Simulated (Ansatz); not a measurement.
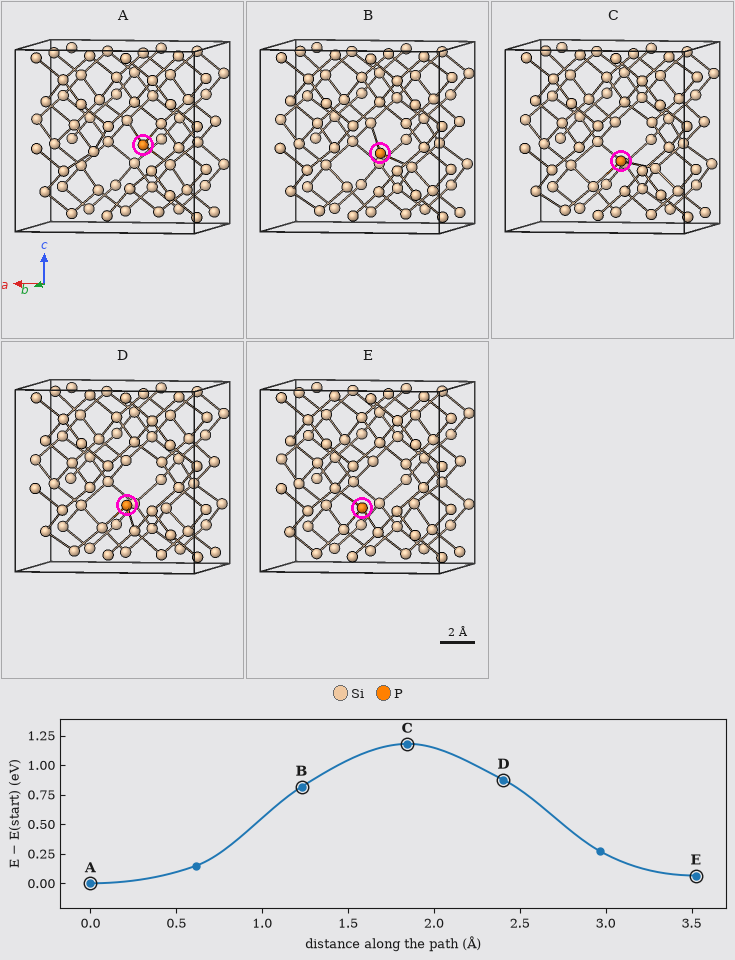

NEB run on Si with a Si vacancy (63 atoms in the cell). Images are numbered from 0 (start) to 6 (end). Frames A to E are images 0, 2, 3, 4, 6. Style: ball-and-stick. Shown: the simulation cell (origin moved), from a free direction. The moving atom is ringed, with any periodic copies. Bonds to atoms that aren't drawn are left out.

All numbers below come from DFT PBE-D3(BJ), scalar-relativistic, plane waves, PAW in Ansatz 0.2.0. Settings: plane-wave cutoff 420 eV; k-point mesh 1 × 1 × 1; Gaussian smearing 0.05 eV; spin collinear; 5 movable images; climbing image; force threshold 0.05 eV/Å; iteration limit 29; starting path by image-dependent pair potential.

Describe the mechanism and the energy profile.

It is a vacancy jump: a nearby atom moves into the empty site and leaves its own site empty. The P atom travels furthest, 2.29 Å from end to end, along [1 1 −1], on a path that bends up to 0.40 Å away from the straight line. At the highest image its nearest neighbour (Si) is 2.43 Å away, against 2.29 Å at the start, and the surrounding atoms stand up to 0.37 Å off the mean of their end positions. Breaking: 3 P–Si (2.29–2.30 → 3.73 Å). Forming: 3 P–Si (3.68–3.86 → 2.30 Å). The highest point, image 3, lies 1.18 eV above the start and 1.11 eV above the end; the end is at +0.07 eV relative to the start. The band converged in 9 iterations, with a climbing image at the top.

The run took 32 min on 4 threads of Intel(R) Xeon(R) Platinum 8259CL CPU @ 2.50GHz (Skylake/Cascade Lake), with other jobs on the host, peak memory 6.5 GiB.

PAW datasets: the set soft_1.
